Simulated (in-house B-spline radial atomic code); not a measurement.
# N⁴⁺: density, ELF and screening along the radius

Aim: the shell structure of N⁴⁺ in the radial density, the electron localisation function and the screened nuclear charge, under several settings.

Method: several methods, spin-polarised, as named in each step; spherical all-electron atom at the radial basis limit. Code: in-house B-spline radial atomic code version 1.

## Step 1: Starting point

| Quantity | Value |
| --- | --- |
| element | nitrogen (Z = 7) |
| charge | +4 |
| electrons | 3 |
| configuration | [He] 2s1 |
| nucleus | point (non-relativistic runs) or finite (X2C runs) |

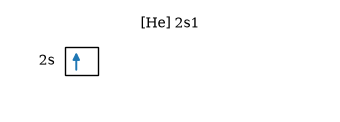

Outer shells as boxes.

Where spins are not typed, each open shell is filled with up spins first.

## Step 2: Hartree-Fock, X2C

Settings of the run:

```ini
Z = 7
electrons = 3.0
configuration = [He] 2s1
hamiltonian = x2c
method = hf
spin_polarised = True
nucleus = fermi
rms_radius = 2.5582
mass_number = 14
atomic_mass = 14.00307400425
speed_of_light = 137.035999084
```

On the command line:

```console
$ python run_scf.py task.json out
```

The settings of every run stand in task.json; they run in order.

Main fields of the result record, rounded:

```text
{
  "status": "converged",
  "scf [iteration, energy, orbital gradient]": [
    [1, -47.6954768425, 0.347],
    [2, -48.3541709287, 0.0175],
    [3, -48.3549610671, 0.00932],
    [4, -48.3551991789, 0.00495],
    [5, -48.3553025224, 0.000622],
    [6, -48.3553042561, 6.98e-05],
    [7, -48.3553042813, 2e-06],
    [8, -48.3553042814, 8.02e-08]
  ],
  "energy [hartree]": {"total": -48.3553042814, "kinetic": 48.4123023777, "nuclear": -103.203447081, "coulomb": 11.1183327934, "exact_exchange": -4.68249237168},
  "orbitals [hartree, bohr; first row names the columns]": [
    ["name", "occ", "eps", "<r>", "<r^2>", "<1/r>", "r_max"],
    ["1s up", 1.0, -19.217901, 0.22599, 0.06864, 6.7101, 0.14781],
    ["1s down", 1.0, -19.10822, 0.22706, 0.069314, 6.6823, 0.14836],
    ["2s up", 1.0, -3.5933427, 1.052, 1.2907, 1.3667, 0.89154]
  ],
  "sum_r [bohr^k]": {"-1": 14.75911, "1": 1.505063, "2": 1.428652},
  "specific_mass_shift [hartree m_e]": 0.0,
  "radius_at_0.001 [bohr]": 2.146,
  "radius_enclosing_fraction [bohr]": {"0.5": 0.2878, "0.9": 1.226, "0.99": 1.969},
  "slater [hartree]": {"F0(1s up,1s up)": 4.1626, "F0(1s up,1s down)": 4.153, "F0(1s up,2s up)": 1.192, "G0(1s up,2s up)": 0.10046, "F0(1s down,1s down)": 4.1434, "F0(1s down,2s up)": 1.1914, "F0(2s up,2s up)": 0.85808}
}
```

Wall time 0.12 s (1 thread, shared host).

radius_at_0.001 is where the density falls to 0.001 electrons per bohr³.

Fields along the radius, from the same record (one point in 2):

| r (bohr) | 4πr²n (1/bohr) | ELF | screened charge r·V (e) | reduced gradient s | 4πr²(n↑−n↓) |
| --- | --- | --- | --- | --- | --- |
| 0.0178 | 0.6479 | 1.000 | 6.739 | 0.4332 | 0.02733 |
| 0.0241 | 1.084 | 1.000 | 6.649 | 0.4379 | 0.04559 |
| 0.0327 | 1.766 | 1.000 | 6.530 | 0.4501 | 0.07386 |
| 0.0444 | 2.761 | 1.000 | 6.373 | 0.4710 | 0.1143 |
| 0.0602 | 4.071 | 1.000 | 6.175 | 0.5032 | 0.1651 |
| 0.0816 | 5.558 | 1.000 | 5.934 | 0.5520 | 0.2166 |
| 0.111 | 6.858 | 1.000 | 5.653 | 0.6278 | 0.2460 |
| 0.150 | 7.340 | 1.000 | 5.361 | 0.7455 | 0.2199 |
| 0.204 | 6.509 | 0.9996 | 5.075 | 0.9462 | 0.1214 |
| 0.276 | 4.512 | 0.9850 | 4.834 | 1.289 | 0.008359 |
| 0.375 | 2.308 | 0.4663 | 4.636 | 1.818 | 0.03756 |
| 0.508 | 1.104 | 0.03166 | 4.465 | 1.670 | 0.3639 |
| 0.689 | 0.9977 | 0.2490 | 4.299 | 0.6203 | 0.8657 |
| 0.934 | 1.075 | 0.9830 | 4.149 | 0.8976 | 1.065 |
| 1.27 | 0.7051 | 0.9999 | 4.049 | 1.735 | 0.7049 |
| 1.72 | 0.2294 | 1.000 | 4.009 | 3.618 | 0.2294 |
| 2.33 | 0.03016 | 1.000 | 4.001 | 9.526 | 0.03016 |
| 3.16 | 0.001186 | 1.000 | 4.000 | 36.29 | 0.001186 |

## Step 3: TPSSh, X2C

Settings: those of step 2 with these lines changed.

```diff
@@ -4,3 +4,3 @@
 hamiltonian = x2c
-method = hf
+method = tpssh
 spin_polarised = True
```

Result record:

```text
{
  "status": "converged",
  "scf [iteration, energy, orbital gradient]": [
    [1, -48.4239037683, 0.0169],
    [2, -48.4248224453, 0.000732],
    [3, -48.424823403, 0.000384],
    [4, -48.4248236384, 0.000201],
    [5, -48.4248237165, 1.13e-05],
    [6, -48.4248237167, 7.02e-07],
    [7, -48.4248237167, 3.61e-08]
  ],
  "energy [hartree]": {"total": -48.4248237167, "kinetic": 48.4288333748, "nuclear": -103.222860995, "coulomb": 11.1202683095, "exact_exchange": -0.468087171441, "xc": -4.28297723506},
  "orbitals [hartree, bohr; first row names the columns]": [
    ["name", "occ", "eps", "<r>"],
    ["1s up", 1.0, -17.91032, 0.22709],
    ["1s down", 1.0, -17.855975, 0.22744],
    ["2s up", 1.0, -3.3330391, 1.0472]
  ],
  "sum_r [bohr^k]": {"-1": 14.76192, "1": 1.501716, "2": 1.418976}
}
```

Run time: 0.17 s. Hardware: 1 thread, shared host.

Meta-GGA runs start from a PBE run whose iterations are not counted.

Fields along the radius, from the same record (one point in 4):

```csv
r (bohr),4πr²n (1/bohr),ELF,screened charge r·V (e),reduced gradient s,4πr²(n↑−n↓)
0.0178,0.6492,1.000,6.739,0.4334,0.02725
0.0327,1.769,1.000,6.530,0.4506,0.07364
0.0601,4.067,1.000,6.176,0.5039,0.1643
0.110,6.825,1.000,5.662,0.6260,0.2449
0.203,6.526,0.9996,5.079,0.9426,0.1243
0.373,2.340,0.4854,4.638,1.804,0.04008
0.687,1.005,0.2445,4.299,0.6201,0.8658
1.26,0.7184,0.9999,4.049,1.736,0.7181
2.32,0.03048,1.000,4.001,9.445,0.03048
```

## Step 4: B97-1, X2C

Settings: those of step 3 with these lines changed.

```diff
@@ -4,3 +4,3 @@
 hamiltonian = x2c
-method = tpssh
+method = b97_1
 spin_polarised = True
```

Result record:

```text
{
  "status": "converged",
  "scf [iteration, energy, orbital gradient]": [
    [1, -47.7642740065, 0.343],
    [2, -48.4112438506, 0.0208],
    [3, -48.4131851373, 0.00978],
    [4, -48.4136165583, 0.00458],
    [5, -48.4137390462, 0.000302],
    [6, -48.4137394953, 7.3e-06],
    [7, -48.4137394954, 3.04e-07],
    [8, -48.4137394954, 9.71e-09]
  ],
  "energy [hartree]": {"total": -48.4137394954, "kinetic": 48.4132724911, "nuclear": -103.2017533, "coulomb": 11.1111809138, "exact_exchange": -0.982157904559, "xc": -3.75428169606},
  "orbitals [hartree, bohr; first row names the columns]": [
    ["name", "occ", "eps", "<r>"],
    ["1s up", 1.0, -17.993302, 0.22731],
    ["1s down", 1.0, -17.940787, 0.22766],
    ["2s up", 1.0, -3.3553398, 1.0484]
  ],
  "sum_r [bohr^k]": {"-1": 14.75895, "1": 1.503403, "2": 1.422995}
}
```

Wall time 0.13 s (1 thread, shared host).

Fields along the radius, from the same record (one point in 4):

```
r (bohr)  4πr²n (1/bohr)     ELF  screened charge r·V (e)  reduced gradient s  4πr²(n↑−n↓)
  0.0178          0.6507   1.000                    6.739              0.4345      0.02731
  0.0327           1.772   1.000                    6.530              0.4516      0.07377
  0.0601           4.069   1.000                    6.177              0.5050       0.1645
   0.110           6.821   1.000                    5.662              0.6272       0.2453
   0.203           6.512  0.9996                    5.080              0.9435       0.1246
   0.374           2.330  0.4809                    4.638               1.802      0.04093
   0.687           1.003  0.2350                    4.299              0.6213       0.8627
    1.26          0.7165  0.9999                    4.050               1.736       0.7161
    2.32         0.03118   1.000                    4.001               9.280      0.03118
```

## Step 5: PW91, X2C

Settings: those of step 4 with these lines changed.

```diff
@@ -4,3 +4,3 @@
 hamiltonian = x2c
-method = b97_1
+method = pw91,pw91
 spin_polarised = True
```

Result record:

```text
{
  "status": "converged",
  "scf [iteration, energy, orbital gradient]": [
    [1, -47.7379311107, 0.34],
    [2, -48.3720915178, 0.0302],
    [3, -48.376448353, 0.0137],
    [4, -48.3773545262, 0.00621],
    [5, -48.377588343, 0.000615],
    [6, -48.3775904125, 6.83e-06],
    [7, -48.3775904125, 1.86e-07]
  ],
  "energy [hartree]": {"total": -48.3775904125, "kinetic": 48.3761048234, "nuclear": -103.162555329, "coulomb": 11.1052196746, "xc": -4.69635958133},
  "orbitals [hartree, bohr; first row names the columns]": [
    ["name", "occ", "eps", "<r>"],
    ["1s up", 1.0, -17.666042, 0.22814],
    ["1s down", 1.0, -17.614684, 0.2281],
    ["2s up", 1.0, -3.2957604, 1.0467]
  ],
  "sum_r [bohr^k]": {"-1": 14.75337, "1": 1.502979, "2": 1.421831}
}
```

Run time: 0.09 s. Hardware: 1 thread, shared host.

Fields along the radius, from the same record (one point in 4):

```csv
r (bohr),4πr²n (1/bohr),ELF,screened charge r·V (e),reduced gradient s,4πr²(n↑−n↓)
0.0178,0.6514,1.000,6.740,0.4353,0.02731
0.0327,1.773,1.000,6.530,0.4525,0.07373
0.0600,4.061,1.000,6.178,0.5058,0.1640
0.110,6.811,1.000,5.663,0.6283,0.2446
0.203,6.500,0.9996,5.081,0.9435,0.1244
0.373,2.354,0.4874,4.639,1.788,0.04377
0.686,1.010,0.2357,4.299,0.6316,0.8641
1.26,0.7128,0.9999,4.050,1.735,0.7125
2.32,0.03154,1.000,4.001,9.200,0.03154
```

## Step 6: The runs side by side

| run | total energy (hartree) | highest level (eV) | radius holding 50 / 90 / 99 % (bohr) | radius at n = 0.001 (bohr) | ELF minima on the full grid (bohr) |
| --- | --- | --- | --- | --- | --- |
| Hartree-Fock, X2C | -48.3553 | -97.780 | 0.288 / 1.23 / 1.97 | 2.15 | 0.51 |
| TPSSh, X2C | -48.4248 | -90.697 | 0.288 / 1.22 / 1.96 | 2.14 | 0.51 |
| B97-1, X2C | -48.4137 | -91.303 | 0.288 / 1.22 / 1.97 | 2.14 | 0.51 |
| PW91, X2C | -48.3776 | -89.682 | 0.289 / 1.22 / 1.97 | 2.15 | 0.51 |

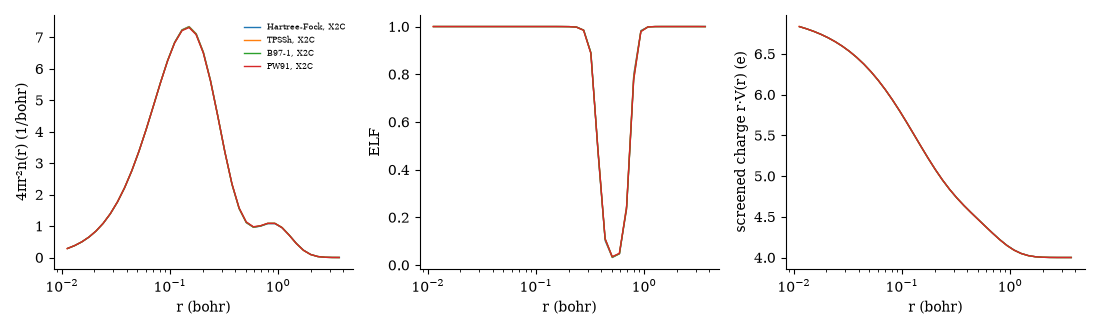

Radial density, ELF and screened nuclear charge of all runs.

What this shows: In the first run ELF has 1 minimum on the grid, which marks the borders between shells. On the record's full grid the screened charge (r times the electrostatic potential) falls from 7.0 near the nucleus to 4.00 at 3.7 bohr; far out it tends to the net charge, 4. The grid is coarse (about 16 % a step), so the places of minima are rough. For X2C runs ELF uses the non-relativistic kinetic energy density, and the fields carry no picture-change correction.
